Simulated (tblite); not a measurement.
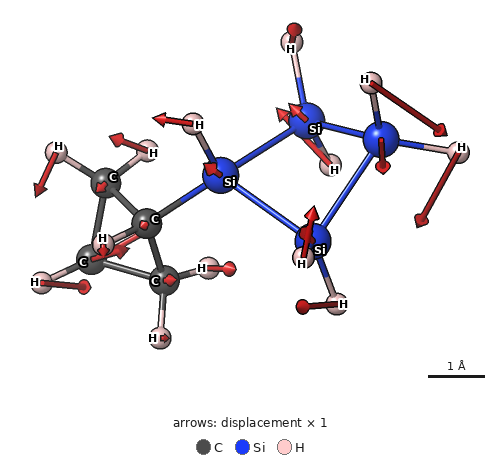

A relaxation of C$_{4}$H$_{14}$Si$_{4}$. The starting structure is drawn; red arrows show the displacements, at their true length. The two geometries are superimposed by the best rigid fit.

Style: ball-and-stick. Shown at a tilt.

These are results of GFN2-xTB geometry optimisation, gas phase (tblite), not measurements. 

> Atoms of which element are displaced furthest, and by how much?

Hydrogen: up to 2.12 Å, against 0.99 Å for silicon.

> What did the optimiser do to the structure, and how much energy did it gain?

After 140 geometry steps the energy has fallen by 146.3 kJ/mol. The atom that moves furthest after the best rigid fit is an H atom (2.12 Å). Largest moves by element: H 2.12 Å, Si 0.99 Å, C 0.80 Å. Near-neighbour distances that change, for instance: Si–Si 3.042 → 3.347 Å, Si–Si 3.021 → 3.323 Å, Si–Si 2.230 → 2.368 Å, Si–Si 2.245 → 2.356 Å. Among the angles between lasting bonds that change: H–Si–H 114.8° → 103.1°, Si–Si–H 109.1° → 119.9°, H–Si–H 113.1° → 102.7°. Groups turn about Si–Si by about 45°, Si–Si by about 45°, Si–Si by about 40°. The run took 1.7 s on 1 thread of Intel(R) Xeon(R) 6975P-C, with other jobs on the host.
